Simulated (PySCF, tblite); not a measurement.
**C8H12Si: geometry, infrared bands and NMR shifts**

Wanted: the infrared bands and NMR shifts of C8H12Si (`CC#CC1=C[C@@H](C)[SiH2]C1`), by calculation.

The runs use tblite 0.8.0 and PySCF 2.14.0, with density-fitted response routines of our own; the level of theory stands in each step. All values are computed, except where a source is named. Atoms count from 0, in the outputs and in this text.

### 1 The starting structure

21 atoms, charge 0, multiplicity 1; geometry from: force field or distance geometry start.

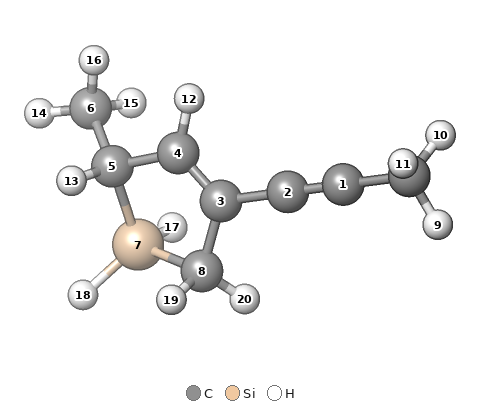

The starting geometry (carbon grey, silicon light orange, hydrogen white), atoms numbered; sticks join atoms by distance.

### 2 Relaxing the molecule with GFN2-xTB

What the job is given:

```
{"job": {"kind": "relax", "xc": "GFN2-xTB", "basis": "xTB"}, "charge": 0, "multiplicity": 1}
C      4.424500     0.105500    -0.209700
C      2.966900    -0.035300    -0.061800
C      1.772400    -0.157500     0.100800
C      0.308400    -0.308900     0.263600
C     -0.469500     0.638000     0.591000
C     -1.917900     0.406000     0.740800
C     -2.752500     1.560200     0.249100
Si    -2.058600    -1.103200    -0.336300
C     -0.287300    -1.659300     0.068500
H      4.786600    -0.847100    -0.652000
H      4.672300     0.904400    -0.945500
H      4.926800     0.322300     0.742100
H     -0.087800     1.690300     0.756500
H     -2.173900     0.114700     1.790500
H     -3.825400     1.482000     0.447400
H     -2.520400     1.676500    -0.823200
H     -2.327500     2.481300     0.748900
H     -2.202100    -0.746600    -1.739100
H     -3.041100    -2.071400     0.145800
H     -0.360300    -2.232600     1.030400
H      0.157300    -2.202400    -0.753500
```

Run with:

```sh
OMP_NUM_THREADS=1 python probes_run.py task.json out
```

The driver reads the jobs from task.json and runs them one after another.

**Question.** This job is followed by: GFN2-xTB harmonic vibrations, gas phase; GIAO PBE0/pcSseg-1 NMR shielding, non-relativistic, gas phase. Predict these results of the whole session: strongest single infrared mode (GFN2-xTB); zero-point energy (GFN2-xTB); ¹³C shifts against TMS (PBE0/pcSseg-1); ¹H shifts against TMS (PBE0/pcSseg-1, means over atoms taken as alike); ²⁹Si shifts against TMS (PBE0/pcSseg-1).

The runs gave:

| quantity | value |
| --- | --- |
| strongest single infrared mode (GFN2-xTB) | 2244 cm⁻¹, 507 km/mol |
| zero-point energy (GFN2-xTB) | 104.6 kcal/mol |
| ¹³C shifts against TMS (PBE0/pcSseg-1) | 152.5, 130.1, 96.3, 85.9, 28.8, 22.1, 21.4, 5.9 ppm |
| ¹H shifts against TMS (PBE0/pcSseg-1, means over atoms taken as alike) | 6.19, 4.42, 4.05, 2.31, 2.18, 1.92, 1.86, 1.24 ppm |
| ²⁹Si shifts against TMS (PBE0/pcSseg-1) | -25.5 ppm |

Relaxing lowered the energy by 0.703 eV in 100 steps; the close pair that moved most is C2–C3, from 1.481 to 1.412 Å. The lowest mode is imaginary (25i cm⁻¹), so the xTB geometry is not a minimum. The strongest single mode, at 2244 cm⁻¹, moves mainly H18 and H17. Unscaled tight-binding wavenumbers are off by several per cent, some by more. Its intensities can rank the bands wrongly. H12 (hydrogen on an alkene CH) lies farthest downfield among hydrogen, at 6.19 ppm; olefinic region. At PBE0/pcSseg-1: The largest span, 277 ppm, is at C2, where the paramagnetic term is -145 ppm.
